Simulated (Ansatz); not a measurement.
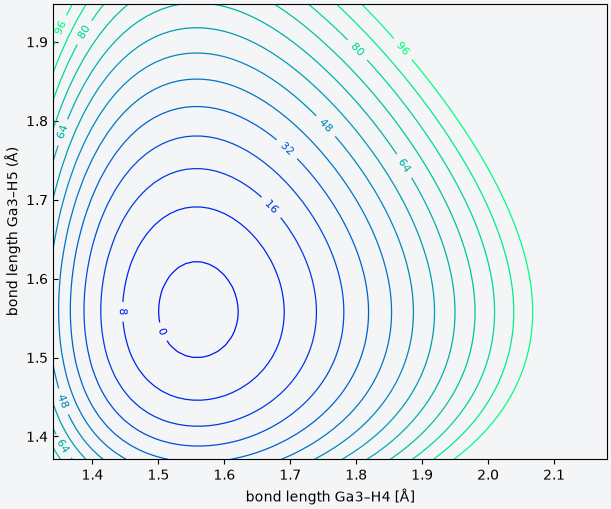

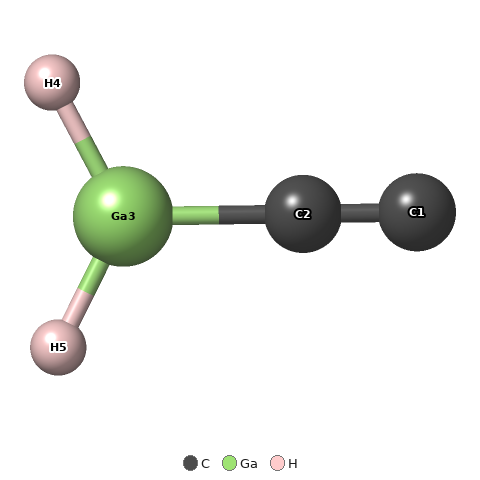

Energy landscape of C2H2Ga, SMILES [C]#[C][GaH2], spin multiplicity 2. 
- Coordinates scanned: (1) bond length Ga3–H4; (2) bond length Ga3–H5.
- Nothing is relaxed (all other coordinates rigid).
- Grid: 7 × 7 points.
- Points are written as (first, second).
- All energies are given in kJ/mol relative to the lowest grid point.
- Method: UKS PBE0-D4/def2-TZVP (Ansatz 0.2.0).

Drawn: contour lines labelled in kJ/mol (none above 96). Between grid points the surface is interpolated. The second picture is the structure at the lowest point.

Q: Summarise what can be read from the map.

A: The lowest grid point is at (1.62 Å, 1.563 Å). The bottom of the well lies between grid points, at about (1.56 Å, 1.558 Å), about 2.6 kJ/mol lower on the interpolated surface. No other kind of well shows on this grid. The highest grid point, (2.18 Å, 1.948 Å), lies 193 kJ/mol above the lowest. Round the minimum the contours are nearly round: the two directions are equally stiff and uncoupled.

The input of one point:

```yaml
crystal:
  periodic: [false, false, false]
  atoms:
    - { symbol: C, position_ang: [1.048166, -1.394683, 1.665521] }
    - { symbol: C, position_ang: [0.519049, -0.690568, 0.824713] }
    - { symbol: Ga, position_ang: [-0.316249, 0.420883, -0.502562] }
    - { symbol: H, position_ang: [-1.590768, -0.197911, -1.290178] }
    - { symbol: H, position_ang: [0.292277, 1.842685, -0.728713] }
magnetization:
  spin_polarized: true
  initial_magnetization: 1
basis:
  gaussian: { orbitals: def2-TZVP }
hamiltonian:
  xc: pbe0
  dispersion: d4
output:
  forces: true
```

Each point was launched as `ansatz run input.yaml --threads 1 --pin off --max-ram 2560MiB --backend cpu --events-out ev --progress --plain --runs-dir out`. Time for the 49 points that were run: 9.8 min on 1 thread of Arm Neoverse V2 (shared host).
